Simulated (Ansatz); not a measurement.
The figure comes from a scan of MoTe$_{2}$ (2H-MoS2 type, space group P6_3/mmc): one Mo atom of a 6-atom cell moves by s along Cartesian [111], with its periodic images. Method: r2SCAN+rVV10 (plane waves to 500 eV, PAW, scalar-relativistic; Ansatz, a quantum-chemistry and plane-wave program). k mesh 9×9×2 (Γ-centred), Fermi-Dirac smearing 0.05 eV. Left out: 3 of 11 points, with atoms too close for the PAW data. As the smearing reaches across the gap at some points, energies and forces of such displacements shift with the k mesh and the smearing. F∥ is the force on the atom along that direction. MoTe2 is run without spin polarisation. MoTe2 was relaxed with its symmetry unable to fall. Spin-orbit coupling is left out, though Te is heavy. 

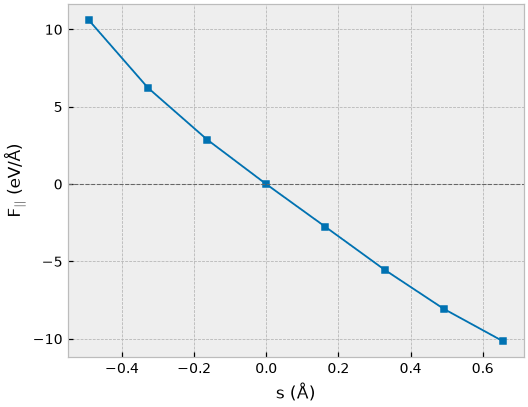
Figure. F∥ (eV/Å) against s (Å); markers are the computed points, lines only join them.

Problem. List the plotted points as numbers.

Solution. To the nearest 0.5:

```json
[
 {"s (Å)": "-0.492", "F∥ (eV/Å)": "10.5"},
 {"s (Å)": "-0.328", "F∥ (eV/Å)": "6.0"},
 {"s (Å)": "-0.164", "F∥ (eV/Å)": "3.0"},
 {"s (Å)": "0.000", "F∥ (eV/Å)": "0.0"},
 {"s (Å)": "0.164", "F∥ (eV/Å)": "-3.0"},
 {"s (Å)": "0.328", "F∥ (eV/Å)": "-5.5"},
 {"s (Å)": "0.492", "F∥ (eV/Å)": "-8.0"},
 {"s (Å)": "0.656", "F∥ (eV/Å)": "-10.0"}
]
```

(A displaced cell: forces are minus the slopes of the energy, force constants its curvatures, and phonons follow from these.)
